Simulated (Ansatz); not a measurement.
**A ladder of methods for AsF3 (arsenic trifluoride)**

AsF3 has 4 atoms, charge 0, and is taken as a singlet. SMILES: `F[As](F)F`. The coordinates come from a PBE0-D4/def2-TZVP relaxation.

```xyz
4

F    -0.4459    0.3956    1.3626
As   -0.4620   -0.4572   -0.1256
F     1.2040   -0.8659   -0.1127
F    -0.2962    0.9276   -1.1243
```

Quantity: the energy change with the As2–F4 bond stretched from 1.715 to 2.144 Å, in eV. The values are calculated.

| level | kind | program | value (eV) | less FCI/STO-3G | CPU time (all runs) |
| --- | --- | --- | --- | --- | --- |
| HF/STO-3G (restricted) | Hartree–Fock | Ansatz | 1.99 | +1.06 | 0.48 s |
| r2SCAN/STO-3G (restricted) | meta-GGA | Ansatz | 1.10 | +0.17 | 7.5 s |
| BHLYP/STO-3G (restricted) | global hybrid | Ansatz | 1.55 | +0.62 | 3.2 s |
| PBE0/STO-3G (restricted) | global hybrid | Ansatz | 1.26 | +0.33 | 3.1 s |
| CAM-B3LYP/STO-3G (restricted) | range-separated hybrid | Ansatz | 1.39 | +0.46 | 3.6 s |
| BCCD(T)/STO-3G (restricted) | coupled cluster or CI | Ansatz | 0.95 | +0.02 | 1.2 s |
| CCSDT/STO-3G (restricted) | coupled cluster or CI | Ansatz | 0.94 | +0.01 | 2 s |
| FCI/STO-3G | exact in the basis | Ansatz | 0.93 | 0.00 | 11 s |

FCI/STO-3G is exact within its basis and frozen core, so for wave-function methods in that basis the difference is their error; functionals converge differently with the basis, so for them it is only a difference. All-electron rows without a relativistic Hamiltonian named are non-relativistic. The first shape isn't each level's own minimum. The values span 0.93 to 1.99 eV. All rows use very small basis sets, so none should be taken for the real molecule's value. In the correlated wave-function rows the outer d shell of As is correlated, in sets not made for it. In so small a basis fixed costs decide the times, and correlated methods can beat functionals. Times are those of the runs behind each value, whatever else they computed, on shared processors of several kinds: orders of magnitude only.

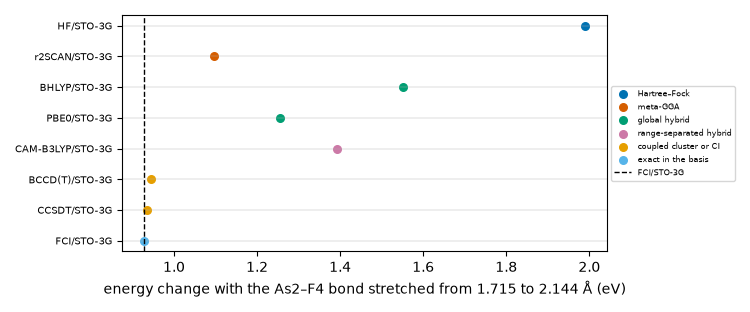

The values of the table, level by level.
